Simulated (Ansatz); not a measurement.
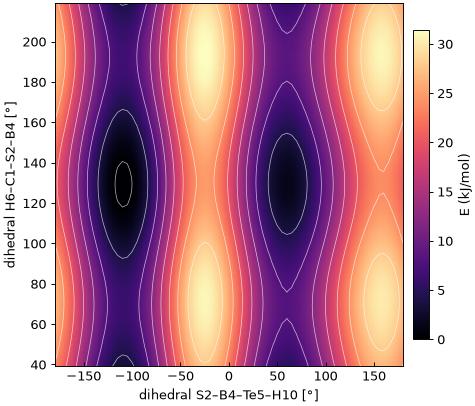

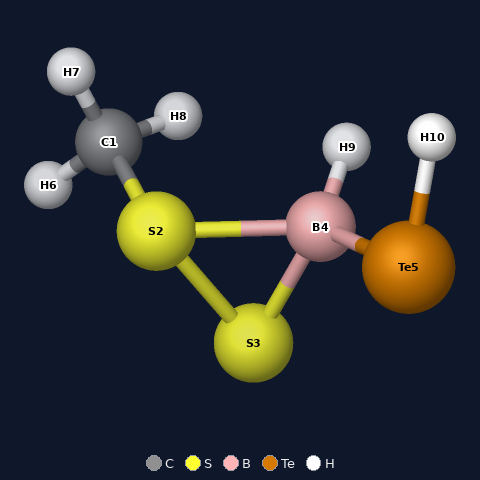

Energy landscape of CH5BS2Te. The first coordinate is: dihedral S2–B4–Te5–H10; the second: dihedral H6–C1–S2–B4. Nothing is relaxed (all other coordinates rigid). Grid: 18 × 17 points. Points are written as (first, second). Energies: kJ/mol, counted from the lowest grid point. These are results of RKS PBE-D4/def2-SVP (Ansatz 0.2.0), not measurements.

Drawn: a smooth colour map with a few white contour lines. Between grid points the surface is interpolated. The second picture is the structure at the lowest point.

> Summarise what can be read from the map.

The lowest grid point is at (−100°, 129.0°). The bottom of the well lies between grid points, at about (−110°, 129°), about 0.57 kJ/mol lower on the interpolated surface. The energy also falls towards the edge at (−100°, 39.0°) (3.7 kJ/mol above the lowest) and (−100°, 219.0°) (4.4 kJ/mol above the lowest), where a further well may lie outside the range. A higher local minimum lies near (60°, 129.0°) (1.5 kJ/mol above the lowest at that grid point). The highest grid point, (−20°, 196.5°), lies 31.4 kJ/mol above the lowest. On the interpolated surface the easiest way out of the lowest well to the well at (60°, 129.0°) passes a barrier of about 24 kJ/mol.

The values on the grid:

```tsv
dihedral H6–C1–S2–B4 ↓, dihedral S2–B4–Te5–H10 →	−180	−140	−100	−60	−20	20	60	100	140
219.0	25.2	10.0	4.4	18.7	29.0	15.5	5.8	13.7	26.2
196.5	27.7	12.6	7.1	21.3	31.4	18.0	8.5	16.5	28.8
174.0	26.2	11.3	5.8	19.9	29.8	16.5	7.2	15.2	27.3
151.5	22.6	7.6	2.0	16.2	26.3	12.9	3.5	11.4	23.6
129.0	20.8	5.6	0.0	14.3	24.6	11.2	1.5	9.4	21.8
106.5	23.0	7.8	2.1	16.5	26.8	13.4	3.6	11.5	23.9
84.0	26.4	11.4	5.8	20.0	30.1	16.8	7.3	15.2	27.4
61.5	26.7	11.9	6.4	20.4	30.4	17.2	7.9	15.8	27.7
39.0	23.8	9.1	3.7	17.6	27.6	14.4	5.1	13.0	24.8
```

The table holds every second grid line.

The whole map (306 points run) took 17 min on 1 thread of Intel(R) Xeon(R) Platinum 8488C (Sapphire Rapids), on a shared host.
